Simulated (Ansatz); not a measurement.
Run report: CH$_{6}$NPSi, molecular dynamics (part 3 of 3)

The same run, continued: CH$_{6}$NPSi; RKS r2SCAN/def2-SVP (Ansatz 0.2.0). The geometry comes from this level: PBE0-D4/def2-TZVP.

Geometry of the input (Å):
```
P  -2.1265  0.9358  -0.0679
Si 0.0345  0.5483  0.3530
C  0.7770  -1.1046  0.6102
N  0.9677  -0.4337  -0.7135
H  -2.1916  -0.1361  -0.9962
H  -1.8384  1.9065  -1.0662
H  0.6775  1.6906  1.0490
H  1.6458  -1.1716  1.2644
H  0.2153  -2.0340  0.5584
H  1.9219  -0.2524  -0.9881
```

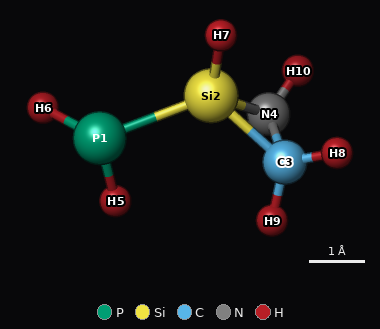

Fig. 1: The geometry at step 41 of the log (ball-and-stick view, seen on its broad side; atoms are numbered from 1 in the order of the input).

### Trajectory as extended XYZ, continued
```
10
Properties=species:S:1:pos:R:3:forces:R:3 step=32 time_fs=32.0 energy=-19779.53788 temperature=583.1
P    -2.0708    0.9199    0.2178    0.1992  -1.1653   1.3060
Si    0.1596    0.6104    0.2573   -0.3699   0.5533   1.4460
C     0.7959   -1.0929    0.5443   -0.2092  -0.8323  -0.4930
N     1.0020   -0.4556   -0.7842    0.6732  -0.3882  -0.9426
H    -2.2767   -0.3635   -0.4126    0.0508   0.3547   0.0850
H    -2.2783    1.6566   -0.9117   -0.0051   0.8082  -1.3551
H     0.9860    1.5050    1.1553   -0.3977   0.1594  -0.4342
H     1.7014   -1.2847    1.0834    0.9970   0.4422   0.8852
H     0.3176   -2.0808    0.5272   -0.7601   0.1465  -0.3076
H     1.9840   -0.2614   -0.9953   -0.1782  -0.0785  -0.1895
10
Properties=species:S:1:pos:R:3:forces:R:3 step=33 time_fs=33.0 energy=-19779.49524 temperature=581.3
P    -2.0630    0.9168    0.2249    0.1285  -1.3237   1.3719
Si    0.1623    0.6093    0.2568   -0.1469   0.9221   1.6001
C     0.7958   -1.0899    0.5454    0.7069  -0.4498  -0.2980
N     1.0069   -0.4536   -0.7847    0.1341  -0.2711  -0.9099
H    -2.2675   -0.3866   -0.3812    0.0440   0.5102   0.1009
H    -2.3308    1.6522   -0.8926    0.0092   0.7710  -1.3781
H     0.9931    1.5348    1.1708   -0.6092  -0.1489  -0.7022
H     1.7126   -1.3007    1.0858    0.5897   0.5804   0.6717
H     0.3270   -2.0622    0.5219   -1.0743  -0.4138  -0.3488
H     1.9640   -0.2261   -1.0352    0.2179  -0.1765  -0.1076
10
Properties=species:S:1:pos:R:3:forces:R:3 step=34 time_fs=34.0 energy=-19779.45534 temperature=553.7
P    -2.0551    0.9132    0.2320   -0.0449  -1.2018   1.0979
Si    0.1651    0.6086    0.2571   -0.0142   1.2240   1.6546
C     0.7960   -1.0867    0.5461    1.6258  -0.2882  -0.0287
N     1.0119   -0.4517   -0.7850   -0.2462  -0.1194  -0.8929
H    -2.2612   -0.4054   -0.3523    0.0372   0.6210   0.0981
H    -2.3859    1.6566   -0.8837    0.1235   0.5027  -1.0401
H     0.9934    1.5660    1.1806   -0.7358  -0.3901  -0.8848
H     1.7295   -1.3124    1.0932    0.0035   0.7009   0.3646
H     0.3257   -2.0464    0.5118   -1.2203  -0.7616  -0.3484
H     1.9446   -0.1891   -1.0744    0.4715  -0.2876  -0.0204
10
Properties=species:S:1:pos:R:3:forces:R:3 step=35 time_fs=35.0 energy=-19779.42345 temperature=515.9
P    -2.0474    0.9088    0.2399   -0.3188  -0.8776   0.6029
Si    0.1684    0.6079    0.2575    0.0278   1.4464   1.6310
C     0.7966   -1.0844    0.5474    2.2621  -0.3464   0.1518
N     1.0163   -0.4496   -0.7862   -0.4029   0.0345  -0.8968
H    -2.2571   -0.4194   -0.3266    0.0305   0.6728   0.0850
H    -2.4392    1.6645   -0.8855    0.3400   0.0974  -0.4788
H     0.9853    1.5960    1.1817   -0.7735  -0.5521  -0.9756
H     1.7472   -1.3184    1.1010   -0.5271   0.7528   0.0966
H     0.3124   -2.0351    0.5011   -1.1607  -0.8064  -0.3109
H     1.9294   -0.1557   -1.1092    0.5226  -0.4215   0.0948
10
Properties=species:S:1:pos:R:3:forces:R:3 step=36 time_fs=36.0 energy=-19779.40199 temperature=537.0
P    -2.0399    0.9038    0.2486   -0.6247  -0.4617   0.1084
Si    0.1718    0.6081    0.2583    0.0147   1.5683   1.5233
C     0.7988   -1.0816    0.5493    2.3488  -0.7790   0.1362
N     1.0208   -0.4465   -0.7886   -0.4315   0.1933  -0.8877
H    -2.2522   -0.4287   -0.3005    0.0124   0.6454   0.0432
H    -2.4878    1.6741   -0.8930    0.5982  -0.3159   0.0982
H     0.9700    1.6236    1.1732   -0.7359  -0.6364  -0.9819
H     1.7585   -1.3181    1.1077   -0.8290   0.7208  -0.0520
H     0.2885   -2.0330    0.4888   -0.8101  -0.3705  -0.2210
H     1.9181   -0.1268   -1.1417    0.4572  -0.5644   0.2333
10
Properties=species:S:1:pos:R:3:forces:R:3 step=37 time_fs=37.0 energy=-19779.38465 temperature=517.2
P    -2.0319    0.8986    0.2569   -0.8769  -0.0506  -0.1847
Si    0.1752    0.6089    0.2596   -0.0581   1.5668   1.3239
C     0.8031   -1.0786    0.5519    1.9654  -1.3431  -0.0776
N     1.0258   -0.4429   -0.7911   -0.4409   0.3489  -0.8516
H    -2.2457   -0.4318   -0.2730   -0.0275   0.5086  -0.0409
H    -2.5282    1.6818   -0.8966    0.8135  -0.6151   0.5026
H     0.9455    1.6468    1.1550   -0.6139  -0.6269  -0.8975
H     1.7612   -1.3097    1.1131   -0.8695   0.6000  -0.0652
H     0.2598   -2.0370    0.4714   -0.2885   0.2941  -0.0665
H     1.9088   -0.1026   -1.1704    0.3963  -0.6826   0.3575
10
Properties=species:S:1:pos:R:3:forces:R:3 step=38 time_fs=38.0 energy=-19779.37006 temperature=549.2
P    -2.0234    0.8940    0.2642   -1.0378   0.3500  -0.2477
Si    0.1786    0.6104    0.2612   -0.2014   1.4059   1.0089
C     0.8087   -1.0761    0.5547    1.3482  -1.7100  -0.4396
N     1.0308   -0.4398   -0.7945   -0.3823   0.5192  -0.8131
H    -2.2390   -0.4285   -0.2419   -0.0942   0.2356  -0.1675
H    -2.5605    1.6810   -0.8939    0.9572  -0.7733   0.7090
H     0.9102    1.6649    1.1264   -0.3881  -0.4919  -0.7057
H     1.7588   -1.2952    1.1152   -0.7175   0.4046   0.0343
H     0.2271   -2.0377    0.4505    0.2365   0.8533   0.1316
H     1.9046   -0.0829   -1.1928    0.2794  -0.7934   0.4898
10
Properties=species:S:1:pos:R:3:forces:R:3 step=39 time_fs=39.0 energy=-19779.35180 temperature=515.2
P    -2.0156    0.8896    0.2708   -1.1216   0.7555  -0.1585
Si    0.1815    0.6123    0.2631   -0.3783   1.1001   0.6041
C     0.8156   -1.0740    0.5571    0.6448  -1.7165  -0.8435
N     1.0359   -0.4372   -0.7986   -0.2239   0.6965  -0.8021
H    -2.2360   -0.4202   -0.2094   -0.1761  -0.1527  -0.3136
H    -2.5871    1.6703   -0.8853    1.0410  -0.8205   0.7784
H     0.8720    1.6794    1.0892   -0.0982  -0.2378  -0.4303
H     1.7510   -1.2775    1.1182   -0.4007   0.1718   0.2132
H     0.1927   -2.0260    0.4332    0.6435   1.1180   0.3047
H     1.9074   -0.0661   -1.2080    0.0695  -0.9144   0.6477
10
Properties=species:S:1:pos:R:3:forces:R:3 step=40 time_fs=40.0 energy=-19779.33391 temperature=453.2
P    -2.0084    0.8852    0.2771   -1.1490   1.0777   0.0081
Si    0.1838    0.6143    0.2649   -0.5658   0.6677   0.1539
C     0.8223   -1.0728    0.5589    0.0613  -1.4037  -1.1842
N     1.0408   -0.4350   -0.8027   -0.1589   0.7862  -0.7263
H    -2.2375   -0.4124   -0.1804   -0.2529  -0.5330  -0.4350
H    -2.6059    1.6543   -0.8705    1.0647  -0.7857   0.7410
H     0.8357    1.6904    1.0473    0.2256   0.1245  -0.1016
H     1.7409   -1.2600    1.1253   -0.0453  -0.0378   0.3970
H     0.1634   -2.0019    0.4245    0.8622   1.0756   0.4058
H     1.9115   -0.0566   -1.2173   -0.0418  -0.9716   0.7414
10
Properties=species:S:1:pos:R:3:forces:R:3 step=41 time_fs=41.0 energy=-19779.32656 temperature=468.0
P    -2.0020    0.8814    0.2833   -1.1051   1.2804   0.2487
Si    0.1857    0.6164    0.2666   -0.7071   0.1690  -0.2879
C     0.8291   -1.0733    0.5593   -0.3655  -0.8376  -1.4612
N     1.0460   -0.4334   -0.8072   -0.3725   0.7383  -0.4915
H    -2.2400   -0.4052   -0.1558   -0.3237  -0.8814  -0.5239
H    -2.6143    1.6316   -0.8511    1.0145  -0.6602   0.5900
H     0.8040    1.7043    1.0027    0.5335   0.5129   0.2158
H     1.7291   -1.2452    1.1355    0.3154  -0.2164   0.5759
H     0.1403   -1.9683    0.4210    0.8905   0.7880   0.4450
H     1.9122   -0.0568   -1.2215    0.1199  -0.8931   0.6890
10
Properties=species:S:1:pos:R:3:forces:R:3 step=42 time_fs=42.0 energy=-19779.33687 temperature=506.2
P    -1.9961    0.8786    0.2899   -1.0057   1.2536   0.5523
Si    0.1876    0.6188    0.2681   -0.7353  -0.2579  -0.6255
C     0.8367   -1.0758    0.5581   -0.4251   0.0030  -1.5722
N     1.0511   -0.4319   -0.8118   -0.7171   0.5827  -0.1613
H    -2.2412   -0.4012   -0.1385   -0.3646  -1.1072  -0.5459
H    -2.6172    1.6002   -0.8274    0.8884  -0.4260   0.3081
H     0.7823    1.7248    0.9574    0.7507   0.8022   0.4357
H     1.7196   -1.2322    1.1518    0.5220  -0.3400   0.6473
H     0.1255   -1.9249    0.4214    0.6574   0.2083   0.4259
H     1.9146   -0.0673   -1.2190    0.4293  -0.7188   0.5356
10
Properties=species:S:1:pos:R:3:forces:R:3 step=43 time_fs=43.0 energy=-19779.35954 temperature=546.7
P    -1.9903    0.8764    0.2962   -0.8736   0.7839   0.9147
Si    0.1895    0.6214    0.2693   -0.6176  -0.4531  -0.8007
C     0.8446   -1.0779    0.5563    0.1902   0.9486  -1.3123
N     1.0551   -0.4305   -0.8169   -0.9370   0.4191   0.1406
H    -2.2435   -0.4087   -0.1282   -0.3308  -0.9981  -0.4460
H    -2.6155    1.5630   -0.7978    0.6597  -0.0778  -0.1519
H     0.7696    1.7536    0.9160    0.8276   0.8786   0.5007
H     1.7198   -1.2215    1.1789    0.2730  -0.3599   0.3926
H     0.1169   -1.8757    0.4262    0.1674  -0.5880   0.3633
H     1.9238   -0.0852   -1.2120    0.6412  -0.5532   0.3991
10
Properties=species:S:1:pos:R:3:forces:R:3 step=44 time_fs=44.0 energy=-19779.36027 temperature=503.6
P    -1.9855    0.8746    0.3025   -0.7183  -0.0067   1.2983
Si    0.1911    0.6239    0.2704   -0.3749  -0.3347  -0.8095
C     0.8526   -1.0780    0.5540    1.0201   1.7108  -0.8713
N     1.0581   -0.4288   -0.8226   -1.0121   0.2757   0.3880
H    -2.2488   -0.4266   -0.1228   -0.2292  -0.6129  -0.2557
H    -2.6103    1.5242   -0.7696    0.3552   0.3242  -0.7217
H     0.7643    1.7921    0.8806    0.7496   0.6791   0.4086
H     1.7245   -1.2129    1.2117   -0.1775  -0.3286  -0.0438
H     0.1101   -1.8315    0.4313   -0.3561  -1.2947   0.3145
H     1.9382   -0.1068   -1.2009    0.7433  -0.4122   0.2927
10
Properties=species:S:1:pos:R:3:forces:R:3 step=45 time_fs=45.0 energy=-19779.33145 temperature=511.6
P    -1.9816    0.8730    0.3089   -0.5993  -0.8666   1.5984
Si    0.1929    0.6265    0.2714   -0.0892  -0.0733  -0.7551
C     0.8617   -1.0773    0.5517    1.5281   2.1875  -0.5174
N     1.0603   -0.4266   -0.8285   -0.8834   0.1684   0.5602
H    -2.2557   -0.4531   -0.1183   -0.0905  -0.0848  -0.0319
H    -2.6031    1.4883   -0.7507    0.0664   0.6632  -1.2414
H     0.7648    1.8356    0.8458    0.5994   0.3434   0.2664
H     1.7258   -1.2047    1.2444   -0.4886  -0.3008  -0.4265
H     0.1038   -1.7982    0.4368   -0.7130  -1.7194   0.3023
H     1.9572   -0.1308   -1.1885    0.6702  -0.3178   0.2452
10
Properties=species:S:1:pos:R:3:forces:R:3 step=46 time_fs=46.0 energy=-19779.30488 temperature=484.7
P    -1.9778    0.8711    0.3156   -0.5830  -1.5815   1.7297
Si    0.1949    0.6298    0.2720    0.1983   0.2188  -0.6901
C     0.8719   -1.0755    0.5490    1.3953   2.2124  -0.3561
N     1.0615   -0.4243   -0.8344   -0.4917   0.1097   0.6134
H    -2.2620   -0.4839   -0.1135    0.0527   0.4494   0.1765
H    -2.5945    1.4571   -0.7439   -0.1220   0.8621  -1.5782
H     0.7694    1.8801    0.8083    0.4347  -0.0166   0.1381
H     1.7221   -1.2005    1.2694   -0.5715  -0.2794  -0.6513
H     0.0914   -1.7766    0.4454   -0.6589  -1.6857   0.3351
H     1.9799   -0.1539   -1.1772    0.3460  -0.2890   0.2829
10
Properties=species:S:1:pos:R:3:forces:R:3 step=47 time_fs=47.0 energy=-19779.30759 temperature=491.9
P    -1.9736    0.8690    0.3229   -0.7218  -1.9773   1.5939
Si    0.1971    0.6335    0.2720    0.4774   0.5020  -0.6328
C     0.8818   -1.0720    0.5462    0.5021   1.7116  -0.4058
N     1.0616   -0.4225   -0.8407    0.1097   0.0583   0.5984
H    -2.2647   -0.5122   -0.1087    0.1705   0.8610   0.3384
H    -2.5884    1.4307   -0.7499   -0.1335   0.8742  -1.6020
H     0.7814    1.9200    0.7701    0.2680  -0.3496   0.0423
H     1.7119   -1.2014    1.2847   -0.4261  -0.2579  -0.6911
H     0.0710   -1.7707    0.4553   -0.0772  -1.1441   0.4025
H     2.0070   -0.1784   -1.1627   -0.1691  -0.2781   0.3561
10
Properties=species:S:1:pos:R:3:forces:R:3 step=48 time_fs=48.0 energy=-19779.30406 temperature=506.8
P    -1.9693    0.8665    0.3306   -1.0273  -2.0490   1.1539
Si    0.1991    0.6369    0.2722    0.7396   0.7136  -0.6207
C     0.8920   -1.0669    0.5435   -0.7831   1.0245  -0.6056
N     1.0614   -0.4216   -0.8479    0.8986  -0.0016   0.5792
H    -2.2671   -0.5339   -0.1035    0.2623   1.1280   0.4535
H    -2.5866    1.4099   -0.7689    0.0442   0.7132  -1.2759
H     0.7960    1.9530    0.7323    0.1223  -0.6114  -0.0087
H     1.6954   -1.2066    1.2933   -0.0683  -0.2390  -0.5557
H     0.0512   -1.7782    0.4664    0.6742  -0.4273   0.4424
H     2.0402   -0.2075   -1.1458   -0.8625  -0.2511   0.4376
10
Properties=species:S:1:pos:R:3:forces:R:3 step=49 time_fs=49.0 energy=-19779.27639 temperature=406.9
P    -1.9655    0.8635    0.3377   -1.4062  -1.8703   0.5264
Si    0.2012    0.6402    0.2725    0.9475   0.8162  -0.6590
C     0.9015   -1.0623    0.5400   -1.8336   0.5345  -0.7849
N     1.0616   -0.4209   -0.8556    1.4310  -0.1292   0.6640
H    -2.2699   -0.5444   -0.1004    0.3220   1.2346   0.5188
H    -2.5856    1.3988   -0.7977    0.3309   0.4609  -0.7177
H     0.8068    1.9801    0.6917    0.0263  -0.7799  -0.0110
H     1.6795   -1.2148    1.2968    0.3219  -0.2185  -0.3685
H     0.0387   -1.7884    0.4817    1.1890   0.1077   0.4031
H     2.0665   -0.2377   -1.1297   -1.3287  -0.1561   0.4287
10
Properties=species:S:1:pos:R:3:forces:R:3 step=50 time_fs=50.0 energy=-19779.26805 temperature=426.7
P    -1.9616    0.8609    0.3447   -1.7393  -1.5170  -0.1012
Si    0.2036    0.6442    0.2726    1.0891   0.7703  -0.7548
C     0.9079   -1.0585    0.5353   -2.3215   0.3269  -0.7689
N     1.0625   -0.4204   -0.8636    1.4561  -0.3295   0.8886
H    -2.2698   -0.5428   -0.0940    0.3390   1.1814   0.5218
H    -2.5812    1.3975   -0.8313    0.6147   0.1936  -0.1068
H     0.8158    1.9967    0.6475   -0.0056  -0.8118   0.0384
H     1.6675   -1.2214    1.3007    0.5655  -0.1733  -0.2954
H     0.0374   -1.7935    0.5041    1.3384   0.3484   0.2817
H     2.0781   -0.2695   -1.1126   -1.3363   0.0110   0.2966
```

### Results in brief

- outcome: finished
- mean temperature over the second half: 497 K
- trajectory: 50 steps, 50 fs
- ensemble: nvt_langevin
- temperature in the input: 700 K
- time step: 1 fs
- potential energy (last step): −19779.2681 eV
- SCF solution under orbital rotations (last step): stable
- largest force (length of the vector) (last step): 2.467 eV/Å
- dipole moment (last step): 1.18 D
- hardware: 2 threads of Arm Neoverse V1, 23 GiB of memory available, shared host
- wall time: 2.5 min (CPU time 4.8 min)
- peak memory: 0.15 GiB

### Remarks

So short a trajectory is not equilibrated. The logged temperature at the start can lie below the typed one, since it is counted over all degrees of freedom.
